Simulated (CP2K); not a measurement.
Consider formaldehyde at its PBE geometry (Å).

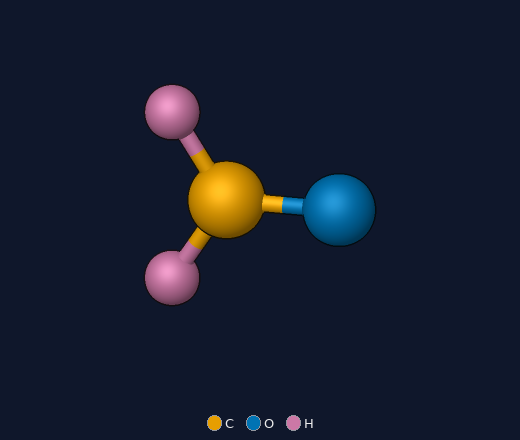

The molecule (carbon orange, oxygen blue, hydrogen pink).

```xyz
4

C    -0.0099    0.0021   -0.0004
O     1.1825   -0.2369   -0.0011
H    -0.7726   -0.8121   -0.0002
H    -0.4000    1.0469    0.0017
```

Method: CP2K XAS_TDP, all-electron GAPW, PBEh(45%), aug-cc-pVTZ, TDA, no relativity.

Where do the C K-edge lines lie, and how strong are they?

Leading lines: C1 280.92 eV. The leading line of an atom is its first one with 35 % of the strongest within 2.5 eV of its lowest line over the strength cut. 

The first six lines of each atom with a strength over 0.0015:

```
                    atom  energy (eV)  states  strength, one atom
C1 (bonded to O and 2 H)       280.92       1              0.0686
                               286.08       1              0.0097
                               286.96       1              0.0283
                               287.86       1              0.0084
                               288.55       1              0.0054
                               289.13       1              0.0186
```

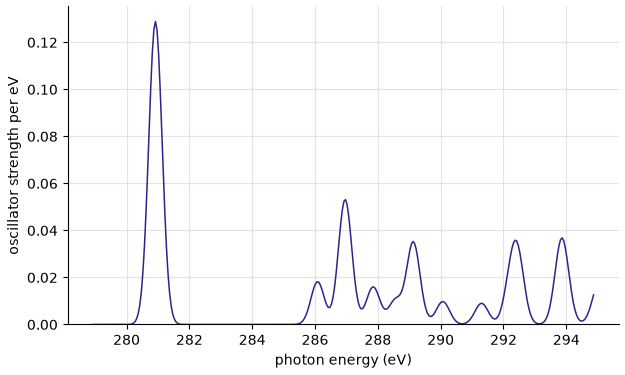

All atoms added, broadened by 0.5 eV.

Lines are vertical, at one geometry, with no vibrational structure. Without a correction of the core level, line positions, and the gaps between valence and Rydberg lines, follow the share of exact exchange. At this level such K lines come out 3 to 6 eV under measured ones. These values hold no scalar relativity, about 0.1 eV for C 1s. Rydberg lines, and the discretised continuum above threshold, depend on the basis and the box.

[Banner, clock and machine lines of the logs are left out without a mark of their own.]

[Logs are printed without paths, hosts, clocks, repeated set-up lines and the standing remarks that a program may print on its own settings, such as how far it seeks lower states.]

[Hosts, paths, dates, database ids (printed as entryN), source tags and the programs' standing remarks are cut or masked in the printed files.]
